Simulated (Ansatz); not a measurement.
Molecular dynamics of AlHCl2O (part 1 of 5)

The run: molecular dynamics of AlHCl2O. Method and program: RKS B3LYP-D4/6-31G (Ansatz 0.2.0).

It belongs to a series of runs on one base structure; here: dynamics from the start. Figures and captions count atoms from 1; the log counts them from 0 in places.

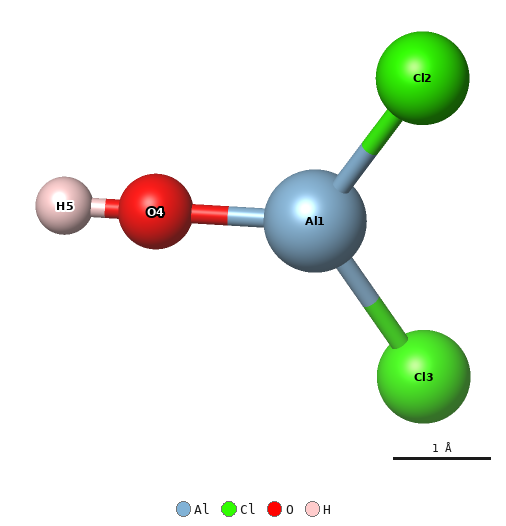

Figure 1. The starting structure (ball-and-stick view, seen at a tilt; atoms are numbered from 1 in the order of the input). Sticks mark near contacts. Bond lengths as drawn: Al–Cl 2.17 Å, Al–O 1.66 Å and H–O 0.95 Å.

## Results in brief

```tsv
quantity	value
outcome	finished
mean temperature over the second half	159 K
trajectory	166 steps, 166 fs
ensemble	nve
temperature in the input	300.0 K
time step	1.0 fs
potential energy (last step)	−33708.4163 eV
mean-field energy (last step)	−33708.2139 eV
largest force (length of the vector) (last step)	1.419 eV/Å
hardware	1 thread of Arm Neoverse N1, 24 GiB of memory available, shared host
wall time	9.6 min
peak memory	0.11 GiB
```

So short a trajectory is not equilibrated.

## Input file
```yaml
crystal:
  periodic: [false, false, false]
  atoms:
    - { symbol: Al, position_ang: [0.024874, -0.101924, 0.083945] }
    - { symbol: Cl, position_ang: [0.203701, 0.026438, 2.247285] }
    - { symbol: Cl, position_ang: [1.834739, 0.144834, -1.095657] }
    - { symbol: O, position_ang: [-1.441184, -0.378664, -0.640606] }
    - { symbol: H, position_ang: [-2.28363, -0.537384, -1.051467] }
basis:
  gaussian: { orbitals: "6-31G" }
hamiltonian:
  xc: b3lyp
  dispersion: d4
md:
  timestep: 1.0
  n_steps: 166
  ensemble: nve
  temperature: 300.0
  initial_velocities: maxwell_boltzmann
  seed: 698531
```

Launch command:
```bash
ansatz run input.yaml --threads 1 --pin off --max-ram 2048MiB --backend cpu --events-out ev --progress --plain --runs-dir out
```

## What the program printed
```
Engine: ansatz 0.2.0, aarch64-unknown-linux-gnu
Functional definition: B3LYP
  parameter a0 = 0.2
  parameter ax = 0.72
  parameter ac = 0.81
  exchange = (1 - a0 - ax)*slater_x + ax*b88_x + a0*exact_x
  correlation = (1 - ac)*vwn_rpa_c + ac*lyp_c
571 factors; integrals over basis functions are off by at most 1.7e-4 eV
mean field evaluation 1: about -33701.9528 eV, gradient 5.7e1 eV
mean field evaluation 2: about -33678.8205 eV, gradient 1.2e2 eV
mean field evaluation 4: about -33708.1440 eV, gradient 6.3e0 eV
mean field evaluation 8: about -33708.2886 eV, gradient 4.6e-2 eV
mean field -33708.28858749 eV, -1238.7567572917 hartree, gradient 7.7e-6 eV, S^2 0.000000; 0 other end points of the search recorded, 0 dependent functions left out
the calculation of the forces begins
reference -33708.28883226 eV, -1238.7567662869 hartree; 28, 28 occupied and 22, 22 virtual orbitals, 571 factors
md step     0: t =     0.00 fs  T =   300.0 K  F+E_penalty+E_count = -33708.48758395 eV  E_kin = 0.116334 eV  conserved = -33708.37124995 eV  (25 SCF iters)
these checks for a lower state are left out or cut short: starts, cluster_reference, orbital_swaps, neighbouring_geometries, increment
571 factors; integrals over basis functions are off by at most 1.7e-4 eV
mean field evaluation 16: about -33708.2661 eV, gradient 4.5e-1 eV
mean field -33708.28762707 eV, -1238.7567219968 hartree, gradient 1.1e-5 eV, S^2 0.000000; 0 other end points of the search recorded, 0 dependent functions left out
the calculation of the forces begins
reference -33708.28787191 eV, -1238.7567309946 hartree; 28, 28 occupied and 22, 22 virtual orbitals, 571 factors
md step     1: t =     1.00 fs  T =   296.9 K  F+E_penalty+E_count = -33708.48630618 eV  E_kin = 0.115135 eV  conserved = -33708.37117068 eV  (24 SCF iters, 3 dispersion substeps)
[... from here on the SCF iterations and repeated set-up lines of each step are left out, up to the last step ...]
md step     2: t =     2.00 fs  T =   289.8 K  F+E_penalty+E_count = -33708.48348539 eV  E_kin = 0.112397 eV  conserved = -33708.37108824 eV  (24 SCF iters, 3 dispersion substeps)
md step     3: t =     3.00 fs  T =   281.3 K  F+E_penalty+E_count = -33708.48024568 eV  E_kin = 0.109093 eV  conserved = -33708.37115275 eV  (24 SCF iters, 3 dispersion substeps)
md step     4: t =     4.00 fs  T =   269.6 K  F+E_penalty+E_count = -33708.47575497 eV  E_kin = 0.104554 eV  conserved = -33708.37120143 eV  (23 SCF iters, 3 dispersion substeps)
md step     5: t =     5.00 fs  T =   253.4 K  F+E_penalty+E_count = -33708.46938805 eV  E_kin = 0.098281 eV  conserved = -33708.37110663 eV  (23 SCF iters, 3 dispersion substeps)
md step     6: t =     6.00 fs  T =   235.9 K  F+E_penalty+E_count = -33708.46248647 eV  E_kin = 0.091465 eV  conserved = -33708.37102122 eV  (24 SCF iters, 3 dispersion substeps)
md step     7: t =     7.00 fs  T =   219.7 K  F+E_penalty+E_count = -33708.45627875 eV  E_kin = 0.085208 eV  conserved = -33708.37107066 eV  (24 SCF iters, 3 dispersion substeps)
md step     8: t =     8.00 fs  T =   203.7 K  F+E_penalty+E_count = -33708.45010989 eV  E_kin = 0.078981 eV  conserved = -33708.37112841 eV  (24 SCF iters, 3 dispersion substeps)
md step     9: t =     9.00 fs  T =   186.1 K  F+E_penalty+E_count = -33708.44321940 eV  E_kin = 0.072171 eV  conserved = -33708.37104836 eV  (23 SCF iters, 3 dispersion substeps)
md step    10: t =    10.00 fs  T =   169.6 K  F+E_penalty+E_count = -33708.43672495 eV  E_kin = 0.065763 eV  conserved = -33708.37096180 eV  (23 SCF iters, 3 dispersion substeps)
md step    11: t =    11.00 fs  T =   156.8 K  F+E_penalty+E_count = -33708.43181249 eV  E_kin = 0.060785 eV  conserved = -33708.37102728 eV  (23 SCF iters, 3 dispersion substeps)
md step    12: t =    12.00 fs  T =   145.7 K  F+E_penalty+E_count = -33708.42761044 eV  E_kin = 0.056512 eV  conserved = -33708.37109883 eV  (24 SCF iters, 3 dispersion substeps)
md step    13: t =    13.00 fs  T =   134.4 K  F+E_penalty+E_count = -33708.42314364 eV  E_kin = 0.052110 eV  conserved = -33708.37103353 eV  (24 SCF iters, 3 dispersion substeps)
md step    14: t =    14.00 fs  T =   124.7 K  F+E_penalty+E_count = -33708.41930278 eV  E_kin = 0.048337 eV  conserved = -33708.37096565 eV  (24 SCF iters, 3 dispersion substeps)
md step    15: t =    15.00 fs  T =   118.6 K  F+E_penalty+E_count = -33708.41702166 eV  E_kin = 0.045990 eV  conserved = -33708.37103149 eV  (24 SCF iters, 3 dispersion substeps)
md step    16: t =    16.00 fs  T =   114.1 K  F+E_penalty+E_count = -33708.41537176 eV  E_kin = 0.044254 eV  conserved = -33708.37111798 eV  (23 SCF iters, 3 dispersion substeps)
md step    17: t =    17.00 fs  T =   108.5 K  F+E_penalty+E_count = -33708.41315756 eV  E_kin = 0.042092 eV  conserved = -33708.37106538 eV  (22 SCF iters, 3 dispersion substeps)
md step    18: t =    18.00 fs  T =   103.5 K  F+E_penalty+E_count = -33708.41110195 eV  E_kin = 0.040117 eV  conserved = -33708.37098494 eV  (23 SCF iters, 3 dispersion substeps)
md step    19: t =    19.00 fs  T =   101.2 K  F+E_penalty+E_count = -33708.41029672 eV  E_kin = 0.039248 eV  conserved = -33708.37104920 eV  (21 SCF iters, 3 dispersion substeps)
md step    20: t =    20.00 fs  T =    99.9 K  F+E_penalty+E_count = -33708.40987410 eV  E_kin = 0.038746 eV  conserved = -33708.37112840 eV  (23 SCF iters, 3 dispersion substeps)
md step    21: t =    21.00 fs  T =    97.2 K  F+E_penalty+E_count = -33708.40875087 eV  E_kin = 0.037688 eV  conserved = -33708.37106303 eV  (25 SCF iters, 3 dispersion substeps)
md step    22: t =    22.00 fs  T =    95.0 K  F+E_penalty+E_count = -33708.40781934 eV  E_kin = 0.036841 eV  conserved = -33708.37097882 eV  (23 SCF iters, 3 dispersion substeps)
md step    23: t =    23.00 fs  T =    96.0 K  F+E_penalty+E_count = -33708.40825390 eV  E_kin = 0.037226 eV  conserved = -33708.37102759 eV  (22 SCF iters, 3 dispersion substeps)
md step    24: t =    24.00 fs  T =    98.7 K  F+E_penalty+E_count = -33708.40938925 eV  E_kin = 0.038281 eV  conserved = -33708.37110802 eV  (23 SCF iters, 3 dispersion substeps)
md step    25: t =    25.00 fs  T =   100.8 K  F+E_penalty+E_count = -33708.41014360 eV  E_kin = 0.039092 eV  conserved = -33708.37105182 eV  (24 SCF iters, 3 dispersion substeps)
md step    26: t =    26.00 fs  T =   104.0 K  F+E_penalty+E_count = -33708.41130550 eV  E_kin = 0.040342 eV  conserved = -33708.37096334 eV  (24 SCF iters, 3 dispersion substeps)
md step    27: t =    27.00 fs  T =   111.0 K  F+E_penalty+E_count = -33708.41406382 eV  E_kin = 0.043035 eV  conserved = -33708.37102915 eV  (22 SCF iters, 3 dispersion substeps)
md step    28: t =    28.00 fs  T =   119.6 K  F+E_penalty+E_count = -33708.41751746 eV  E_kin = 0.046394 eV  conserved = -33708.37112376 eV  (22 SCF iters, 3 dispersion substeps)
md step    29: t =    29.00 fs  T =   127.1 K  F+E_penalty+E_count = -33708.42035148 eV  E_kin = 0.049274 eV  conserved = -33708.37107731 eV  (22 SCF iters, 3 dispersion substeps)
md step    30: t =    30.00 fs  T =   134.5 K  F+E_penalty+E_count = -33708.42316326 eV  E_kin = 0.052153 eV  conserved = -33708.37101072 eV  (24 SCF iters, 3 dispersion substeps)
md step    31: t =    31.00 fs  T =   143.8 K  F+E_penalty+E_count = -33708.42684654 eV  E_kin = 0.055768 eV  conserved = -33708.37107862 eV  (24 SCF iters, 3 dispersion substeps)
md step    32: t =    32.00 fs  T =   152.8 K  F+E_penalty+E_count = -33708.43043109 eV  E_kin = 0.059251 eV  conserved = -33708.37118052 eV  (23 SCF iters, 3 dispersion substeps)
md step    33: t =    33.00 fs  T =   158.2 K  F+E_penalty+E_count = -33708.43248994 eV  E_kin = 0.061347 eV  conserved = -33708.37114325 eV  (23 SCF iters, 3 dispersion substeps)
md step    34: t =    34.00 fs  T =   161.0 K  F+E_penalty+E_count = -33708.43351170 eV  E_kin = 0.062449 eV  conserved = -33708.37106261 eV  (23 SCF iters, 3 dispersion substeps)
md step    35: t =    35.00 fs  T =   163.6 K  F+E_penalty+E_count = -33708.43456616 eV  E_kin = 0.063443 eV  conserved = -33708.37112356 eV  (23 SCF iters, 3 dispersion substeps)
md step    36: t =    36.00 fs  T =   164.1 K  F+E_penalty+E_count = -33708.43483078 eV  E_kin = 0.063622 eV  conserved = -33708.37120830 eV  (23 SCF iters, 3 dispersion substeps)
md step    37: t =    37.00 fs  T =   159.9 K  F+E_penalty+E_count = -33708.43316436 eV  E_kin = 0.062018 eV  conserved = -33708.37114645 eV  (23 SCF iters, 3 dispersion substeps)
md step    38: t =    38.00 fs  T =   153.1 K  F+E_penalty+E_count = -33708.43043691 eV  E_kin = 0.059386 eV  conserved = -33708.37105073 eV  (24 SCF iters, 3 dispersion substeps)
md step    39: t =    39.00 fs  T =   146.8 K  F+E_penalty+E_count = -33708.42800125 eV  E_kin = 0.056919 eV  conserved = -33708.37108248 eV  (23 SCF iters, 3 dispersion substeps)
md step    40: t =    40.00 fs  T =   140.0 K  F+E_penalty+E_count = -33708.42544844 eV  E_kin = 0.054294 eV  conserved = -33708.37115431 eV  (24 SCF iters, 3 dispersion substeps)
md step    41: t =    41.00 fs  T =   130.8 K  F+E_penalty+E_count = -33708.42181831 eV  E_kin = 0.050724 eV  conserved = -33708.37109381 eV  (23 SCF iters, 3 dispersion substeps)
md step    42: t =    42.00 fs  T =   121.2 K  F+E_penalty+E_count = -33708.41796410 eV  E_kin = 0.046980 eV  conserved = -33708.37098391 eV  (24 SCF iters, 3 dispersion substeps)
md step    43: t =    43.00 fs  T =   114.4 K  F+E_penalty+E_count = -33708.41539211 eV  E_kin = 0.044374 eV  conserved = -33708.37101833 eV  (25 SCF iters, 3 dispersion substeps)
md step    44: t =    44.00 fs  T =   109.8 K  F+E_penalty+E_count = -33708.41368057 eV  E_kin = 0.042582 eV  conserved = -33708.37109816 eV  (23 SCF iters, 3 dispersion substeps)
md step    45: t =    45.00 fs  T =   105.1 K  F+E_penalty+E_count = -33708.41178630 eV  E_kin = 0.040741 eV  conserved = -33708.37104514 eV  (23 SCF iters, 3 dispersion substeps)
md step    46: t =    46.00 fs  T =   101.9 K  F+E_penalty+E_count = -33708.41046708 eV  E_kin = 0.039510 eV  conserved = -33708.37095675 eV  (23 SCF iters, 3 dispersion substeps)
md step    47: t =    47.00 fs  T =   103.1 K  F+E_penalty+E_count = -33708.41096768 eV  E_kin = 0.039969 eV  conserved = -33708.37099917 eV  (22 SCF iters, 3 dispersion substeps)
md step    48: t =    48.00 fs  T =   107.2 K  F+E_penalty+E_count = -33708.41268713 eV  E_kin = 0.041587 eV  conserved = -33708.37109986 eV  (23 SCF iters, 3 dispersion substeps)
md step    49: t =    49.00 fs  T =   111.2 K  F+E_penalty+E_count = -33708.41420250 eV  E_kin = 0.043125 eV  conserved = -33708.37107742 eV  (24 SCF iters, 3 dispersion substeps)
md step    50: t =    50.00 fs  T =   115.5 K  F+E_penalty+E_count = -33708.41578158 eV  E_kin = 0.044787 eV  conserved = -33708.37099435 eV  (23 SCF iters, 3 dispersion substeps)
md step    51: t =    51.00 fs  T =   122.4 K  F+E_penalty+E_count = -33708.41850213 eV  E_kin = 0.047452 eV  conserved = -33708.37104983 eV  (23 SCF iters, 3 dispersion substeps)
md step    52: t =    52.00 fs  T =   130.1 K  F+E_penalty+E_count = -33708.42159176 eV  E_kin = 0.050433 eV  conserved = -33708.37115864 eV  (24 SCF iters, 3 dispersion substeps)
md step    53: t =    53.00 fs  T =   135.2 K  F+E_penalty+E_count = -33708.42357242 eV  E_kin = 0.052445 eV  conserved = -33708.37112773 eV  (22 SCF iters, 3 dispersion substeps)
md step    54: t =    54.00 fs  T =   138.8 K  F+E_penalty+E_count = -33708.42487093 eV  E_kin = 0.053827 eV  conserved = -33708.37104370 eV  (22 SCF iters, 3 dispersion substeps)
md step    55: t =    55.00 fs  T =   143.3 K  F+E_penalty+E_count = -33708.42665737 eV  E_kin = 0.055575 eV  conserved = -33708.37108242 eV  (24 SCF iters, 3 dispersion substeps)
md step    56: t =    56.00 fs  T =   147.5 K  F+E_penalty+E_count = -33708.42839005 eV  E_kin = 0.057212 eV  conserved = -33708.37117764 eV  (23 SCF iters, 3 dispersion substeps)
md step    57: t =    57.00 fs  T =   148.6 K  F+E_penalty+E_count = -33708.42875099 eV  E_kin = 0.057610 eV  conserved = -33708.37114095 eV  (23 SCF iters, 3 dispersion substeps)
md step    58: t =    58.00 fs  T =   147.5 K  F+E_penalty+E_count = -33708.42824426 eV  E_kin = 0.057210 eV  conserved = -33708.37103388 eV  (23 SCF iters, 3 dispersion substeps)
md step    59: t =    59.00 fs  T =   147.6 K  F+E_penalty+E_count = -33708.42831670 eV  E_kin = 0.057250 eV  conserved = -33708.37106692 eV  (21 SCF iters, 3 dispersion substeps)
md step    60: t =    60.00 fs  T =   148.0 K  F+E_penalty+E_count = -33708.42853822 eV  E_kin = 0.057379 eV  conserved = -33708.37115964 eV  (22 SCF iters, 3 dispersion substeps)
md step    61: t =    61.00 fs  T =   145.9 K  F+E_penalty+E_count = -33708.42767957 eV  E_kin = 0.056563 eV  conserved = -33708.37111683 eV  (22 SCF iters, 3 dispersion substeps)
md step    62: t =    62.00 fs  T =   142.7 K  F+E_penalty+E_count = -33708.42634476 eV  E_kin = 0.055317 eV  conserved = -33708.37102767 eV  (22 SCF iters, 3 dispersion substeps)
md step    63: t =    63.00 fs  T =   141.1 K  F+E_penalty+E_count = -33708.42577482 eV  E_kin = 0.054706 eV  conserved = -33708.37106877 eV  (23 SCF iters, 3 dispersion substeps)
md step    64: t =    64.00 fs  T =   139.8 K  F+E_penalty+E_count = -33708.42539166 eV  E_kin = 0.054223 eV  conserved = -33708.37116895 eV  (23 SCF iters, 3 dispersion substeps)
md step    65: t =    65.00 fs  T =   135.8 K  F+E_penalty+E_count = -33708.42379472 eV  E_kin = 0.052654 eV  conserved = -33708.37114056 eV  (26 SCF iters, 3 dispersion substeps)
md step    66: t =    66.00 fs  T =   129.8 K  F+E_penalty+E_count = -33708.42136091 eV  E_kin = 0.050317 eV  conserved = -33708.37104389 eV  (24 SCF iters, 3 dispersion substeps)
md step    67: t =    67.00 fs  T =   124.6 K  F+E_penalty+E_count = -33708.41938763 eV  E_kin = 0.048306 eV  conserved = -33708.37108130 eV  (22 SCF iters, 3 dispersion substeps)
md step    68: t =    68.00 fs  T =   119.2 K  F+E_penalty+E_count = -33708.41738071 eV  E_kin = 0.046211 eV  conserved = -33708.37116980 eV  (22 SCF iters, 3 dispersion substeps)
md step    69: t =    69.00 fs  T =   111.0 K  F+E_penalty+E_count = -33708.41415408 eV  E_kin = 0.043035 eV  conserved = -33708.37111884 eV  (22 SCF iters, 3 dispersion substeps)
md step    70: t =    70.00 fs  T =   101.6 K  F+E_penalty+E_count = -33708.41042531 eV  E_kin = 0.039412 eV  conserved = -33708.37101282 eV  (22 SCF iters, 3 dispersion substeps)
md step    71: t =    71.00 fs  T =    94.6 K  F+E_penalty+E_count = -33708.40771223 eV  E_kin = 0.036689 eV  conserved = -33708.37102290 eV  (22 SCF iters, 3 dispersion substeps)
md step    72: t =    72.00 fs  T =    89.8 K  F+E_penalty+E_count = -33708.40591172 eV  E_kin = 0.034816 eV  conserved = -33708.37109564 eV  (23 SCF iters, 3 dispersion substeps)
md step    73: t =    73.00 fs  T =    85.1 K  F+E_penalty+E_count = -33708.40404983 eV  E_kin = 0.032996 eV  conserved = -33708.37105341 eV  (21 SCF iters, 3 dispersion substeps)
md step    74: t =    74.00 fs  T =    82.0 K  F+E_penalty+E_count = -33708.40273775 eV  E_kin = 0.031798 eV  conserved = -33708.37094022 eV  (22 SCF iters, 3 dispersion substeps)
md step    75: t =    75.00 fs  T =    84.0 K  F+E_penalty+E_count = -33708.40353304 eV  E_kin = 0.032576 eV  conserved = -33708.37095668 eV  (23 SCF iters, 3 dispersion substeps)
md step    76: t =    76.00 fs  T =    90.7 K  F+E_penalty+E_count = -33708.40623817 eV  E_kin = 0.035188 eV  conserved = -33708.37105061 eV  (22 SCF iters, 3 dispersion substeps)
md step    77: t =    77.00 fs  T =    99.4 K  F+E_penalty+E_count = -33708.40959231 eV  E_kin = 0.038562 eV  conserved = -33708.37103058 eV  (23 SCF iters, 3 dispersion substeps)
md step    78: t =    78.00 fs  T =   110.7 K  F+E_penalty+E_count = -33708.41386915 eV  E_kin = 0.042920 eV  conserved = -33708.37094899 eV  (23 SCF iters, 3 dispersion substeps)
md step    79: t =    79.00 fs  T =   126.9 K  F+E_penalty+E_count = -33708.42019119 eV  E_kin = 0.049212 eV  conserved = -33708.37097965 eV  (22 SCF iters, 3 dispersion substeps)
md step    80: t =    80.00 fs  T =   147.0 K  F+E_penalty+E_count = -33708.42809608 eV  E_kin = 0.057000 eV  conserved = -33708.37109600 eV  (23 SCF iters, 3 dispersion substeps)
md step    81: t =    81.00 fs  T =   167.1 K  F+E_penalty+E_count = -33708.43590525 eV  E_kin = 0.064788 eV  conserved = -33708.37111748 eV  (24 SCF iters, 3 dispersion substeps)
md step    82: t =    82.00 fs  T =   186.2 K  F+E_penalty+E_count = -33708.44324528 eV  E_kin = 0.072200 eV  conserved = -33708.37104499 eV  (25 SCF iters, 3 dispersion substeps)
md step    83: t =    83.00 fs  T =   206.1 K  F+E_penalty+E_count = -33708.45100936 eV  E_kin = 0.079934 eV  conserved = -33708.37107578 eV  (24 SCF iters, 3 dispersion substeps)
md step    84: t =    84.00 fs  T =   225.7 K  F+E_penalty+E_count = -33708.45870924 eV  E_kin = 0.087511 eV  conserved = -33708.37119836 eV  (25 SCF iters, 3 dispersion substeps)
md step    85: t =    85.00 fs  T =   240.9 K  F+E_penalty+E_count = -33708.46464060 eV  E_kin = 0.093428 eV  conserved = -33708.37121211 eV  (24 SCF iters, 3 dispersion substeps)
md step    86: t =    86.00 fs  T =   251.3 K  F+E_penalty+E_count = -33708.46859522 eV  E_kin = 0.097466 eV  conserved = -33708.37112920 eV  (23 SCF iters, 3 dispersion substeps)
md step    87: t =    87.00 fs  T =   259.4 K  F+E_penalty+E_count = -33708.47171094 eV  E_kin = 0.100581 eV  conserved = -33708.37112965 eV  (25 SCF iters, 3 dispersion substeps)
md step    88: t =    88.00 fs  T =   264.9 K  F+E_penalty+E_count = -33708.47395592 eV  E_kin = 0.102732 eV  conserved = -33708.37122414 eV  (26 SCF iters, 3 dispersion substeps)
md step    89: t =    89.00 fs  T =   265.0 K  F+E_penalty+E_count = -33708.47399644 eV  E_kin = 0.102765 eV  conserved = -33708.37123138 eV  (23 SCF iters, 3 dispersion substeps)
md step    90: t =    90.00 fs  T =   259.4 K  F+E_penalty+E_count = -33708.47171379 eV  E_kin = 0.100595 eV  conserved = -33708.37111888 eV  (24 SCF iters, 3 dispersion substeps)
md step    91: t =    91.00 fs  T =   251.5 K  F+E_penalty+E_count = -33708.46862711 eV  E_kin = 0.097540 eV  conserved = -33708.37108752 eV  (25 SCF iters, 3 dispersion substeps)
md step    92: t =    92.00 fs  T =   242.4 K  F+E_penalty+E_count = -33708.46518132 eV  E_kin = 0.094013 eV  conserved = -33708.37116821 eV  (25 SCF iters, 3 dispersion substeps)
md step    93: t =    93.00 fs  T =   229.9 K  F+E_penalty+E_count = -33708.46032270 eV  E_kin = 0.089161 eV  conserved = -33708.37116166 eV  (24 SCF iters, 3 dispersion substeps)
md step    94: t =    94.00 fs  T =   214.4 K  F+E_penalty+E_count = -33708.45418756 eV  E_kin = 0.083137 eV  conserved = -33708.37105017 eV  (24 SCF iters, 3 dispersion substeps)
md step    95: t =    95.00 fs  T =   199.5 K  F+E_penalty+E_count = -33708.44836079 eV  E_kin = 0.077343 eV  conserved = -33708.37101783 eV  (22 SCF iters, 3 dispersion substeps)
```
